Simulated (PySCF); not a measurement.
# C2H4O2Se, SMILES `O=C(O)C[SeH]`: electronic structure

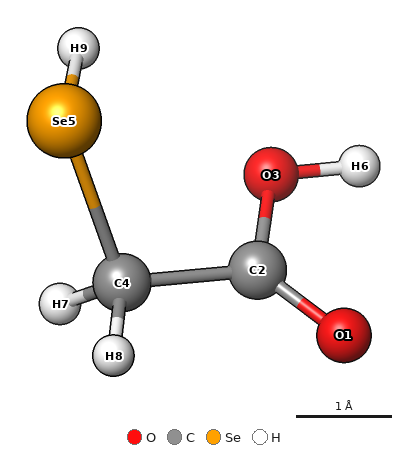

The molecule, with its atoms numbered as below. No frequency check shows the geometry to be a minimum.

Geometry (Å), atoms numbered from 1:

```
O1      -2.4208   -0.6900   -0.5075
C2      -1.5368   -0.1107    0.0567
O3      -1.5119    1.2206    0.2073
C4      -0.3278   -0.7516    0.6724
Se5      1.3083    0.0098   -0.1274
H6      -2.2870    1.6271   -0.2103
H7      -0.2913   -0.5595    1.7451
H8      -0.3206   -1.8230    0.4752
H9       1.0654    1.3523    0.3484
```

Part 1: Bonding charge

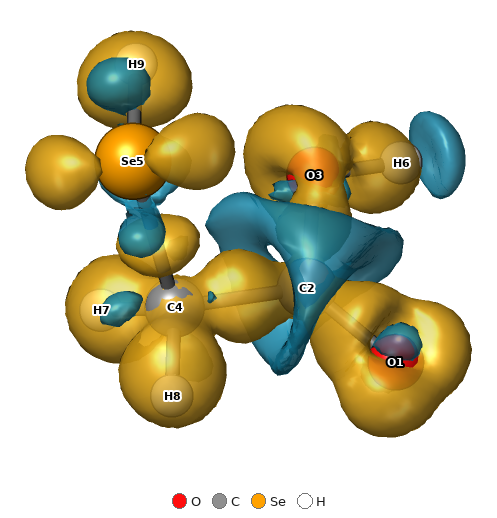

Deformation density (molecule less spherical, spin-averaged free atoms at the same positions), surfaces at ±0.09 e/Å³; yellow: gain, teal: loss.

Computed with PySCF, B3LYP/def2-TZVP, geometry: GFN2-xTB.

> Describe the bonding that the map shows.

O3–H6: +0.78 e/Å³ at the bond critical point (bond length 0.97 Å, Mayer order 0.9). C4–H8: +0.76 e/Å³ at the bond critical point (bond length 1.09 Å, Mayer order 1.0). O1–C2: +0.75 e/Å³ at the bond critical point (bond length 1.20 Å, Mayer order 2.1). C4–H7: +0.74 e/Å³ at the bond critical point (bond length 1.09 Å, Mayer order 0.9). C2–C4: +0.59 e/Å³ at the bond critical point (bond length 1.50 Å, Mayer order 1.0). Se5–H9: +0.33 e/Å³ at the bond critical point (bond length 1.45 Å, Mayer order 1.0). C2–O3: +0.29 e/Å³ at the bond critical point (bond length 1.34 Å, Mayer order 1.2). C4–Se5: +0.18 e/Å³ at the bond critical point (bond length 1.97 Å, Mayer order 1.0). In all, 2.1 electrons gather in the regions of gain relative to the promolecule.

> Where do the Hirshfeld charges lie?

The highest Hirshfeld charge is on C2 (+0.20 e), the lowest on O1 (−0.27 e).

| atom | charge (e) |
| --- | --- |
| O1 | −0.27 |
| C2 | +0.20 |
| O3 | −0.17 |
| C4 | −0.09 |
| Se5 | +0.01 |
| H6 | +0.19 |
| H7 | +0.05 |
| H8 | +0.06 |
| H9 | +0.02 |

Part 2: Electrostatic potential

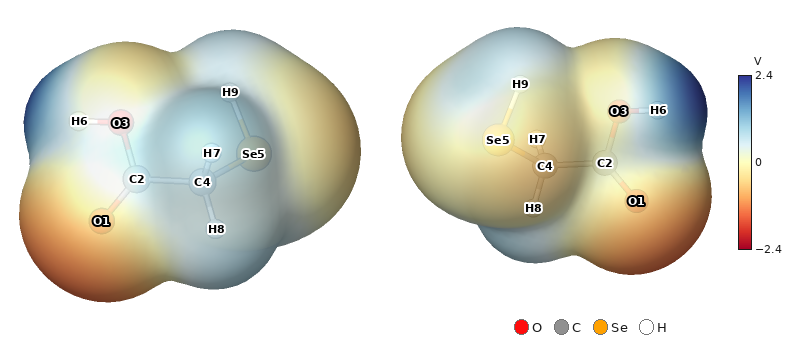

Electrostatic potential on the surface of electron density 0.001 a.u. (back view left, front view right).

> Where are the extremes of the potential on the surface?

Highest: 2.31 V, 1.2 Å from H6. Further maxima include 0.98 V, 1.3 Å from H7; 0.93 V, 1.3 Å from H8. Lowest: −1.39 V, 1.7 Å from O1. Further minima include −0.67 V, 2.4 Å from Se5; −0.61 V, 2.4 Å from Se5. The surface is sampled at points, so like sites can differ by a few per cent and only the strongest of them is named.

Part 3: Removing or adding an electron

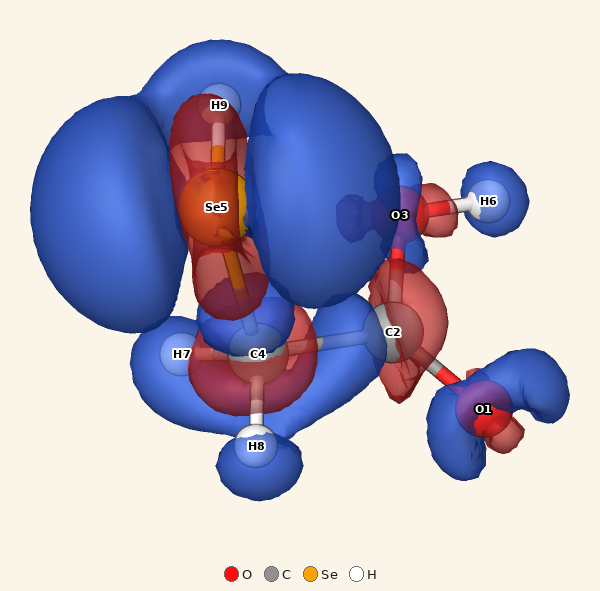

Fukui function f⁻ = ρ(N) − ρ(N−1) at fixed geometry, surfaces at ±0.02 e/Å³ (blue positive, red negative).

Level of theory: ωB97X/aug-cc-pVDZ (PySCF), at a geometry from GFN2-xTB.

> On which atoms does the density change most on removal of an electron?

f⁻ (Hirshfeld-condensed) is largest on Se5 (0.61); the vertical ionisation energy is 9.21 eV (the stability of the cation's solution wasn't checked). Condensed values hint at sites of electrophilic attack but needn't mark the atom that reacts. Orbital relaxation makes it negative in places (0.20 e in all).

Part 4: Localised orbitals

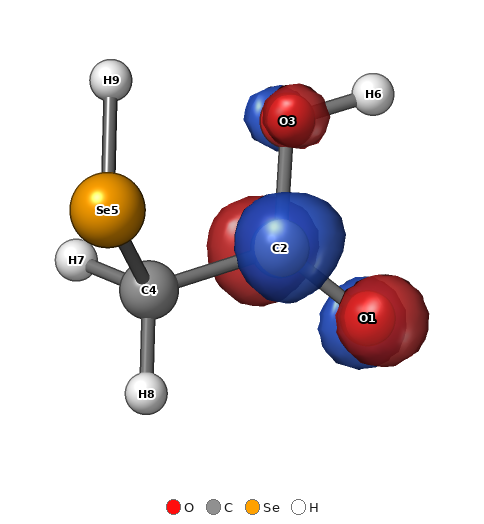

Intrinsic bond orbitals (IBO), occupied and valence-virtual; each surface holds about 70 % of the orbital's density. Energies are diagonal elements of the Fock matrix.

Computed with PySCF, B3LYP/def2-SVP, geometry: GFN2-xTB.

> What does this orbital represent?

π* orbital C2–O1 (C2 59 %, O1 29 %, O3 9 %; 1.2 eV).
